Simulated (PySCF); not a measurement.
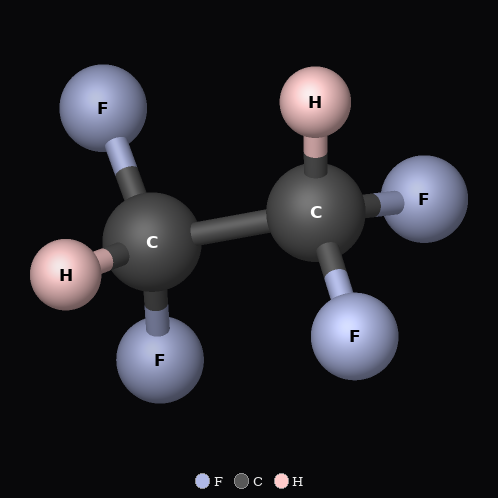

The picture shows a molecular structure as a ball-and-stick model. Every bond is drawn as one stick, whatever its order.

Question: Which formula does it have?

Answer: C2H2F4, 8 atoms: 2 carbon, 2 hydrogen and 4 fluorine.

Question: How many bonds of each kind are drawn?

Answer: 4 C–F, 2 C–H, 1 C–C.

Question: What is its SMILES?

Answer: FC(F)C(F)F

Question: How many sets of symmetry-equivalent atoms are there?

Answer: 4: 2 F, 2 C, 2 F, 2 H.

The parts below concern this one geometry. Atoms keep their numbers from picture to picture. Computed geometry: PBE0-D3(BJ)/def2-SVP optimisation. No frequency run is at hand to confirm it as a minimum.

### Shape

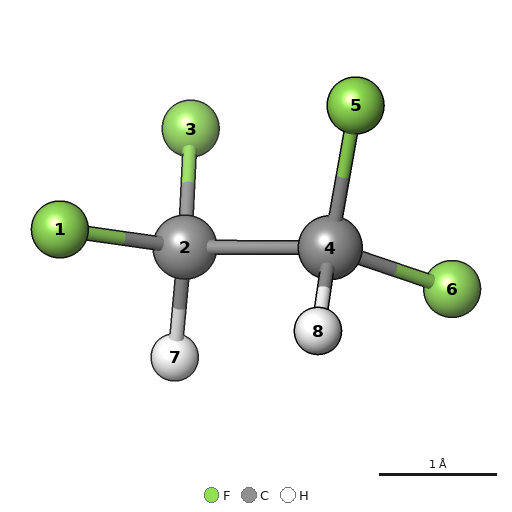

The atoms are numbered. No frequency run is at hand to confirm it as a minimum.

List the bonds and their lengths.

| bond | length (Å) | order |
| --- | --- | --- |
| F1–C2 | 1.346 | single |
| C2–F3 | 1.339 | single |
| C2–C4 | 1.523 | single |
| C2–H7 | 1.105 | single |
| C4–F5 | 1.339 | single |
| C4–F6 | 1.346 | single |
| C4–H8 | 1.105 | single |

### NMR shielding

The questions are on isotropic NMR shieldings of the F atoms. No frequency run is at hand to confirm it as a minimum. Method: GIAO PBE0/def2-TZVP NMR shielding, non-relativistic, gas phase (PySCF 2.14.0).

List the isotropic NMR shieldings of the F atoms.

```json
{"atom": "F1", "σ (ppm)": "325.4"}
{"atom": "F3", "σ (ppm)": "337.7"}
{"atom": "F5", "σ (ppm)": "337.7"}
{"atom": "F6", "σ (ppm)": "325.2"}
```

### Electronic properties

No frequency run is at hand to confirm it as a minimum. Method: PBE0/6-31G*, gas phase (PySCF 2.14.0).

Question: Give the HOMO–LUMO gap at this level.

Answer: 12.08 eV.

Question: Give the dipole moment at this level.

Answer: 2.02 D.

Question: Estimate the HOMO energy (Kohn–Sham orbital).

Answer: −9.34 eV.

### Charges

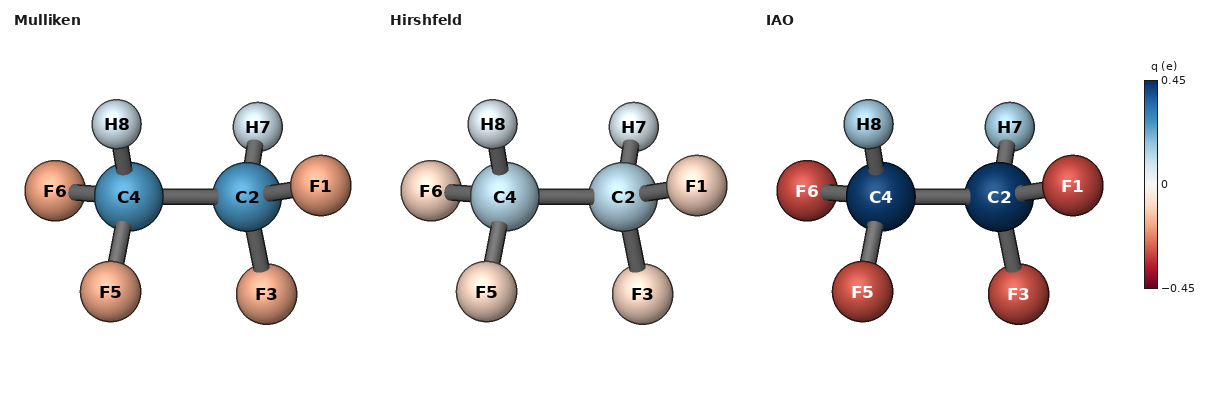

Atomic charges of one calculation by 3 schemes, on one colour scale. No frequency run is at hand to confirm it as a minimum. Computed with PBE0/def2-TZVP (PySCF 2.14.0).

Question: Which scheme gives the most polar picture (largest mean size of the charges)?

Answer: The IAO charges are the largest in size here, and the Hirshfeld charges the smallest.

Question: On which atom do the schemes disagree most?

Answer: On C2 (from 0.13 to 0.43 e); C4 (from 0.13 to 0.43 e).

List the charges (e), one line for each set of equivalent atoms.

```csv
atom,Mulliken,Hirshfeld,IAO
"F1, F6",−0.18,−0.09,−0.30
"C2, C4",0.26,0.13,0.43
"F3, F5",−0.17,−0.09,−0.28
"H7, H8",0.09,0.06,0.15
```

Mulliken values depend strongly on the basis set and can even reverse the polarity of a bond.
